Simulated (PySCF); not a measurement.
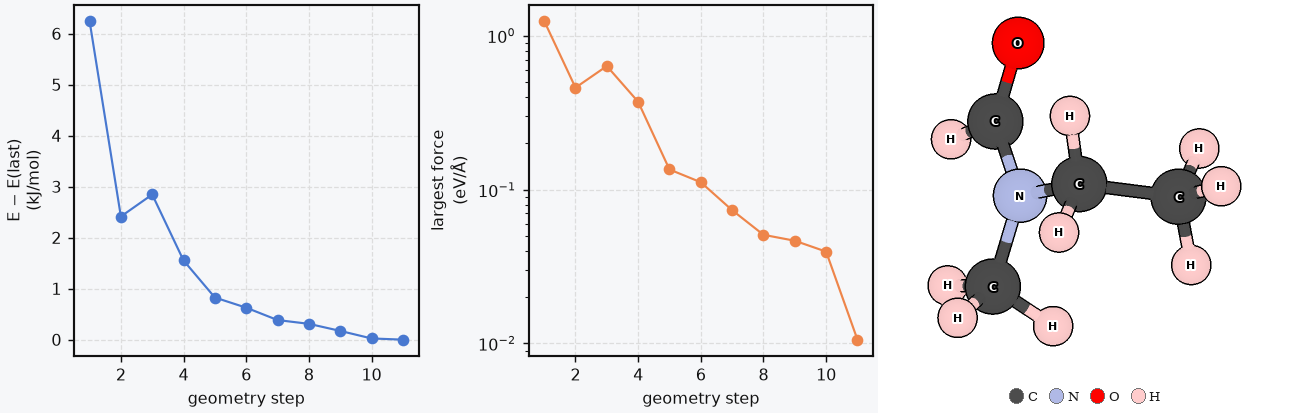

Beside the plot: the molecule at the start.

History of a geometry optimisation.

The run: Methyl Ethyl Formamide (SMILES CCN(C)C=O), by PySCF 2.14.0, density fitting, PBE0-D3(BJ)/def2-SVP, geometry optimisation.

**How did it end, and what did it gain?**

The optimisation met its thresholds at geometry 11, counting the start as the first. The energy fell by about 6.2 kJ/mol from the first step to the last, with a rise at step 3. The largest force goes from about 1.2 eV/Å at the start to 0.011 eV/Å at the end.
